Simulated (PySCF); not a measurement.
# C₄H₁₀GeSi: electronic excitations at several levels of theory, part 2 of 2

PySCF 2.14.0. Atoms count from 0.

**6. TDDFT and polarisability: B3LYP/def2-SVPD**

Job settings and geometry (Å):

```
{"job": {"kind": "uv", "xc": "B3LYP", "basis": "def2-SVPD", "ip": true}, "charge": 0, "multiplicity": 1}
C     -1.575301     0.803382    -1.740744
Si    -1.234632    -0.410958    -0.351629
C     -2.136492     0.068032     1.222424
C      0.579366    -0.445206    -0.012117
C      1.781363    -0.449138     0.221997
Ge     3.647863    -0.463970     0.576301
H     -2.649405     0.819018    -1.984203
H     -1.273615     1.820289    -1.445814
H     -1.019629     0.530775    -2.650370
H     -1.637638    -1.789915    -0.769313
H     -1.815836     1.064719     1.562551
H     -3.224945     0.091057     1.056522
H     -1.926122    -0.652020     2.027585
H      4.060761    -1.875655     1.019385
H      4.401927    -0.074210    -0.704210
H      3.953153     0.546315     1.692855
```

Method: TDDFT B3LYP/def2-SVPD, vertical, gas phase, core orbitals frozen in the response.

Log:

```text
coarse grid: 59272 points
cycle   1  E = -2524.4202899531  dE = -4.017e-01  |g| = 6.821e-01  |ddm| = 7.247e+00
cycle   2  E = -2524.3665405115  dE =  5.375e-02  |g| = 8.246e-01  |ddm| = 2.227e+00
cycle   3  E = -2524.5115896659  dE = -1.450e-01  |g| = 1.328e-01  |ddm| = 1.219e+00
cycle   4  E = -2524.5154698828  dE = -3.880e-03  |g| = 6.193e-02  |ddm| = 3.170e-01
cycle   5  E = -2524.5164253735  dE = -9.555e-04  |g| = 9.846e-03  |ddm| = 9.486e-02
cycle   6  E = -2524.5164574516  dE = -3.208e-05  |g| = 2.334e-03  |ddm| = 2.925e-02
cycle   7  E = -2524.5164590009  dE = -1.549e-06  |g| = 5.837e-04  |ddm| = 5.777e-03
final grid: 123520 points
cycle   8  E = -2524.5164599816  dE = -5.177e-09  |g| = 7.180e-04  |ddm| = 8.041e-03
cycle   9  E = -2524.5164598283  dE =  1.533e-07  |g| = 1.040e-03  |ddm| = 2.789e-03
cycle  10  E = -2524.5164601128  dE = -2.845e-07  |g| = 2.629e-04  |ddm| = 1.792e-03
cycle  11  E = -2524.5164601312  dE = -1.841e-08  |g| = 2.971e-05  |ddm| = 4.345e-04
cycle  12  E = -2524.5164601314  dE = -2.447e-10  |g| = 1.836e-06  |ddm| = 5.754e-05
converged SCF energy = -2524.5164601314

Static polarisability (au): isotropic 110.027, principal 88.129 95.872 146.079

Singlet excitations
state   eV       nm        f      main configurations
  1   5.5994    221.4   0.00001   H->L 0.55, H-1->L+1 0.41
  2   5.7637    215.1   0.00184   H-1->L 0.48, H->L+1 0.48
  3   5.7638    215.1   0.00402   H-1->L+1 0.56, H->L 0.41
  4   6.7595    183.4   0.00540   H->L+2 0.49, H-1->L+2 0.47
  5   6.7627    183.3   0.00562   H-1->L+2 0.48, H->L+2 0.48
  6   7.1690    172.9   0.75350   H-1->L 0.30, H->L+1 0.27, H-1->L+3 0.25
  7   7.2807    170.3   0.02909   H->L+3 0.88
  8   7.3479    168.7   0.21165   H-1->L+3 0.51, H-1->L+4 0.25
  9   7.4581    166.2   0.01041   H->L+4 0.62, H-2->L 0.32
 10   7.5262    164.7   0.03745   H-1->L+4 0.61, H-2->L+1 0.17, H-1->L+3 0.13

Triplet excitations (Tamm-Dancoff, eV): 4.6513 5.0411 5.0413 5.6077
Vertical ionisation energy (delta-SCF) = 9.5354 eV
```

It took 99 s on 1 thread, shared host.

In short: HOMO -7.57 eV, LUMO -0.47 eV; lowest singlet 5.60 eV.

**7. TDDFT and polarisability: PBE0/def2-SVPD**

Same as in step 6 but for these lines:

```diff
@@ -1,2 +1,2 @@
-{"job": {"kind": "uv", "xc": "B3LYP", "basis": "def2-SVPD", "ip": true}, "charge": 0, "multiplicity": 1}
+{"job": {"kind": "uv", "xc": "PBE0", "basis": "def2-SVPD", "ip": true}, "charge": 0, "multiplicity": 1}
 C     -1.575301     0.803382    -1.740744
```

Method: TDDFT PBE0/def2-SVPD, vertical, gas phase, core orbitals frozen in the response.

Log:

```text
coarse grid: 59272 points
cycle   1  E = -2523.7868482860  dE = -4.115e-01  |g| = 5.945e-01  |ddm| = 6.633e+00
cycle   2  E = -2523.7636640020  dE =  2.318e-02  |g| = 6.708e-01  |ddm| = 1.904e+00
cycle   3  E = -2523.8568300767  dE = -9.317e-02  |g| = 1.135e-01  |ddm| = 1.023e+00
cycle   4  E = -2523.8596442913  dE = -2.814e-03  |g| = 5.034e-02  |ddm| = 3.055e-01
cycle   5  E = -2523.8602834695  dE = -6.392e-04  |g| = 6.574e-03  |ddm| = 8.574e-02
cycle   6  E = -2523.8602967907  dE = -1.332e-05  |g| = 1.671e-03  |ddm| = 2.294e-02
cycle   7  E = -2523.8602975832  dE = -7.924e-07  |g| = 4.133e-04  |ddm| = 3.569e-03
final grid: 123520 points
cycle   8  E = -2523.8603151605  dE = -2.751e-08  |g| = 4.694e-04  |ddm| = 6.657e-03
cycle   9  E = -2523.8603151265  dE =  3.406e-08  |g| = 5.887e-04  |ddm| = 1.700e-03
cycle  10  E = -2523.8603152213  dE = -9.490e-08  |g| = 1.096e-04  |ddm| = 9.675e-04
cycle  11  E = -2523.8603152245  dE = -3.105e-09  |g| = 1.916e-05  |ddm| = 2.195e-04
cycle  12  E = -2523.8603152246  dE = -1.060e-10  |g| = 1.887e-06  |ddm| = 3.989e-05
converged SCF energy = -2523.8603152246

Static polarisability (au): isotropic 109.141, principal 87.278 95.029 145.115

Singlet excitations
state   eV       nm        f      main configurations
  1   5.6293    220.2   0.00000   H->L 0.45, H-1->L+1 0.38
  2   5.8653    211.4   0.00375   H-1->L+1 0.49, H->L 0.41
  3   5.8659    211.4   0.00230   H-1->L 0.45, H->L+1 0.45
  4   7.0625    175.6   0.02554   H-1->L+2 0.64, H->L+2 0.28
  5   7.0700    175.4   0.00228   H->L+2 0.67, H-1->L+2 0.28
  6   7.3655    168.3   1.02738   H->L+1 0.30, H-1->L 0.30
  7   7.5665    163.9   0.02869   H->L+3 0.60, H-1->L+3 0.15, H-2->L 0.12
  8   7.6026    163.1   0.06377   H-1->L+3 0.52, H-1->L+4 0.19, H->L+3 0.13
  9   7.6676    161.7   0.00235   H-2->L 0.58, H->L+4 0.20, H-3->L+1 0.09
 10   7.7758    159.4   0.00668   H-2->L+1 0.41, H-1->L+4 0.26, H-3->L 0.21

Triplet excitations (Tamm-Dancoff, eV): 4.5703 5.0107 5.0112 5.6433
Vertical ionisation energy (delta-SCF) = 9.5788 eV
```

Run time: 1.8 min. Hardware: 1 thread, shared host.

In short: HOMO -7.81 eV, LUMO -0.28 eV; lowest singlet 5.63 eV.

**8. TDDFT and polarisability: BHandHLYP/def2-SVPD**

Same as in step 7 but for these lines:

```diff
@@ -1,2 +1,2 @@
-{"job": {"kind": "uv", "xc": "PBE0", "basis": "def2-SVPD", "ip": true}, "charge": 0, "multiplicity": 1}
+{"job": {"kind": "uv", "xc": "BHandHLYP", "basis": "def2-SVPD", "ip": true}, "charge": 0, "multiplicity": 1}
 C     -1.575301     0.803382    -1.740744
```

Level: TDDFT BHandHLYP/def2-SVPD, vertical, gas phase, core orbitals frozen in the response.

Log:

```text
coarse grid: 59272 points
cycle   1  E = -2524.2655088394  dE = -3.565e-01  |g| = 4.747e-01  |ddm| = 6.491e+00
cycle   2  E = -2524.2890833132  dE = -2.357e-02  |g| = 3.920e-01  |ddm| = 1.725e+00
cycle   3  E = -2524.3177836034  dE = -2.870e-02  |g| = 6.215e-02  |ddm| = 6.729e-01
cycle   4  E = -2524.3179601101  dE = -1.765e-04  |g| = 5.606e-02  |ddm| = 2.641e-01
cycle   5  E = -2524.3187647071  dE = -8.046e-04  |g| = 5.626e-03  |ddm| = 1.030e-01
cycle   6  E = -2524.3187716168  dE = -6.910e-06  |g| = 1.160e-03  |ddm| = 2.484e-02
final grid: 123520 points
cycle   7  E = -2524.3187713131  dE = -1.151e-07  |g| = 1.055e-03  |ddm| = 6.325e-03
cycle   8  E = -2524.3187712585  dE =  5.463e-08  |g| = 1.132e-03  |ddm| = 3.528e-03
cycle   9  E = -2524.3187715163  dE = -2.578e-07  |g| = 2.572e-04  |ddm| = 2.148e-03
cycle  10  E = -2524.3187715330  dE = -1.666e-08  |g| = 1.331e-05  |ddm| = 5.174e-04
cycle  11  E = -2524.3187715330  dE = -6.503e-11  |g| = 6.145e-06  |ddm| = 5.180e-05
converged SCF energy = -2524.3187715330

Static polarisability (au): isotropic 105.562, principal 85.421 92.436 138.829

Singlet excitations
state   eV       nm        f      main configurations
  1   5.5613    222.9   0.00000   H-1->L+1 0.39, H->L 0.32, H->L+2 0.10
  2   5.8311    212.6   0.00231   H-1->L+1 0.46, H->L 0.29, H->L+2 0.09
  3   5.8322    212.6   0.00134   H->L+1 0.42, H-1->L 0.32, H-1->L+2 0.10
  4   7.4601    166.2   0.01790   H-1->L+2 0.56, H-1->L 0.28
  5   7.4647    166.1   0.00443   H->L+2 0.61, H->L 0.23
  6   7.9035    156.9   1.33166   H->L+1 0.40, H-1->L 0.26, H-1->L+2 0.21
  7   8.0849    153.4   0.03197   H->L+3 0.62, H->L+4 0.15, H->L+2 0.10
  8   8.1084    152.9   0.09053   H-1->L+3 0.51, H-1->L+4 0.30
  9   8.2900    149.6   0.05068   H->L+4 0.57, H-2->L 0.20
 10   8.4421    146.9   0.04873   H-1->L+4 0.47, H-1->L+3 0.24

Triplet excitations (Tamm-Dancoff, eV): 4.5470 5.0235 5.0237 5.6437
Vertical ionisation energy (delta-SCF) = 9.6406 eV
```

Run time: 76 s. Hardware: 1 thread, shared host.

Key values: HOMO -8.84 eV, LUMO 0.64 eV; lowest singlet 5.56 eV.

**9. Side by side: electronic excitations**

Excitations and ground-state properties, with basis size and wall time:

```
                run  lowest singlet (eV)  brightest (eV)      f  gap (eV)  α (Å³)  μ (D)  functions     time
       HF/def2-SVPD                 5.19            8.66  2.063     12.52   14.98   0.67        222     36 s
      LDA/def2-SVPD                 5.44            6.52  0.649      5.42   17.22   0.73        222  3.9 min
      PBE/def2-SVPD                 5.49            6.58  0.602      5.48   16.88   0.74        222  3.1 min
    B3LYP/def2-SVPD                 5.60            7.17  0.753      7.10   16.30   0.69        222     99 s
     PBE0/def2-SVPD                 5.63            7.37  1.027      7.53   16.17   0.72        222  1.8 min
BHandHLYP/def2-SVPD                 5.56            7.90  1.332      9.48   15.64   0.66        222     76 s
```

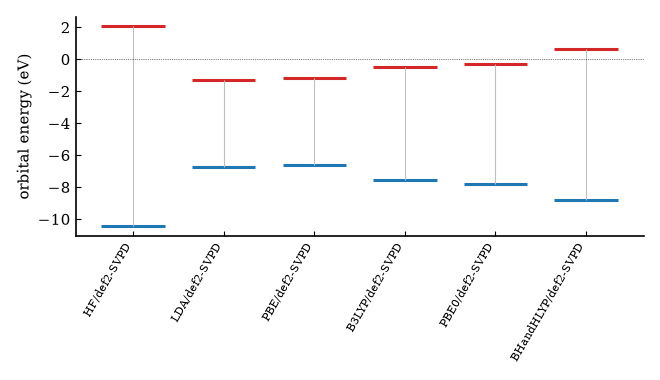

HOMO (blue) and LUMO (red) run by run.

**10. What came out**

This closing draws on all 2 parts.

| quantity | value |
| --- | --- |
| point group | C1 |
| rotational constants (main isotopes) | 4.85, 0.51, 0.48 GHz |
| lowest singlet (HF/def2-SVPD) | 5.19 eV (239 nm), f = 0.000 |
| brightest single state of those computed | state 6, 8.66 eV, f = 2.063 |
| lowest triplet | 3.97 eV |
| vertical ionisation energy (ΔSCF) | 8.75 eV |
| range of the lowest singlet | 5.19 to 5.63 eV |

What this shows: Single values in the summary come from the first run of each kind that ended normally (HF/def2-SVPD), which need not be the best level. Over 6 steps the energy fell by 0.111 eV; of the close pairs, Ge5–H15 changed most, 1.492 to 1.536 Å. The first singlet state (HOMO−1→LUMO+2 0.23, HOMO→LUMO+4 0.16) lies at 5.19 eV and is dark; of the 10 states computed, the strongest absorption comes from state 6 at 8.66 eV. The lowest triplet lies 1.22 eV below the lowest singlet (triplets in Tamm-Dancoff, singlets in full TDDFT). At HF/def2-SVPD, the highest states lie near or above the ionisation energy, where they hang on the basis. The orbital energy would give 10.47 eV for ionisation, ΔSCF gives 8.75 eV. The lowest singlet runs from 5.19 eV (HF/def2-SVPD) to 5.63 eV (PBE0/def2-SVPD), while the orbital gap spans 5.42 to 12.52 eV: the excitation energy moves far less from run to run than the orbital gap does. The lowest state need not be the same one in every run. The runs solved for a few states only, so the brightest column depends on that window.
